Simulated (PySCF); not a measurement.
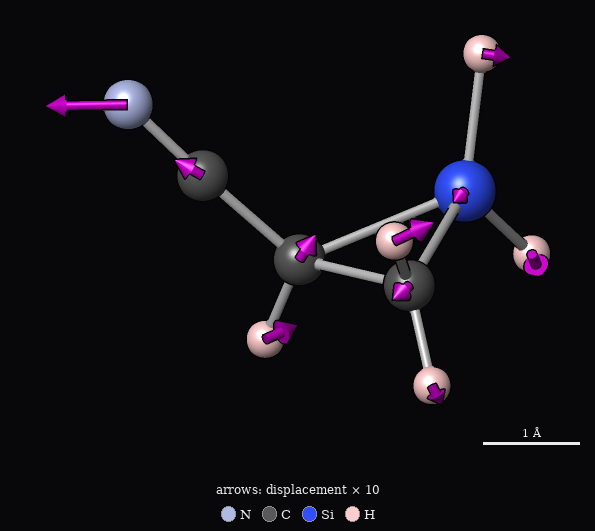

A relaxation of C$_{3}$H$_{5}$NSi. The starting structure is drawn; purple arrows show the displacements, magnified 10 times. The two geometries are superimposed by the best rigid fit.

Style: ball-and-stick. Shown at a tilt.

The start comes from GFN2-xTB. Its atoms were then displaced at random by about 0.01 Å.

These are results of PySCF, PBE0-D3(BJ)/def2-SVP geometry optimisation, gas phase, not measurements. 

Q: Which element moves most?

A: Nitrogen: up to 0.089 Å, against 0.053 Å for hydrogen.

Q: Describe the change and its energy.

A: Over 6 geometry steps the energy falls by 0.143 eV. The N atom moves most after the best rigid fit: 0.089 Å. By element the largest moves are N 0.089 Å, H 0.053 Å, C 0.037 Å, Si 0.022 Å. Near-neighbour distances that change, for instance: H–Si 1.429 → 1.482 Å, C–Si 1.931 → 1.888 Å, C–C 1.404 → 1.433 Å, C–N 1.134 → 1.160 Å. Bond angles that change, for instance: Si–C–H 120.7° → 118.1°, Si–C–H 118.3° → 115.8°, C–C–Si 118.6° → 121.0°. The run took 21 s on 1 thread of Arm Neoverse V1, with other jobs on the host.
